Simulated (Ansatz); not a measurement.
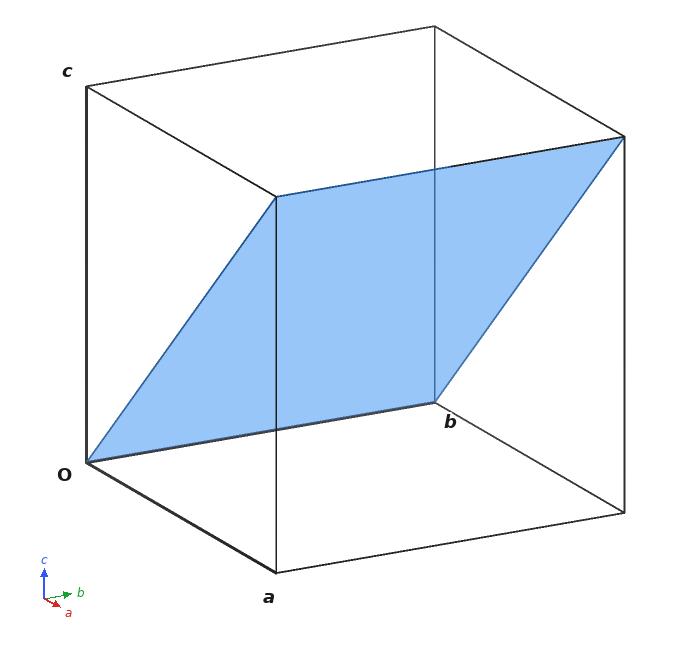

For Sn₂Ge, the end point of a relaxation with Ansatz, DFT LDA, scalar-relativistic, plane waves, PAW; the starting structure was generated, so it need not be a known form of this composition: every member of one family of equally spaced planes, hx + ky + lz = a whole number, that cuts the unit cell is shaded (one member passes through the origin O). Geometry calculated from the standardised cell; symmetry tolerance 0.002 Å.

a = 6.799 Å, b = 6.799 Å, c = 6.799 Å, α = 90.00°, β = 90.00°, γ = 90.00°.

**What are the Miller indices?**

(1 0 −1); the opposite sign names the same planes. The member next to the origin meets the axes a at 1, b never, c at −1.

**What is the spacing?**

d = 4.807 Å.

**The space group is Fm-3m (No. 225). How many reflections hkl are equivalent to this one (itself included), and does it occur?**

12 reflections are equivalent in the Laue class m-3m. The reflection is systematically absent, by the centring.
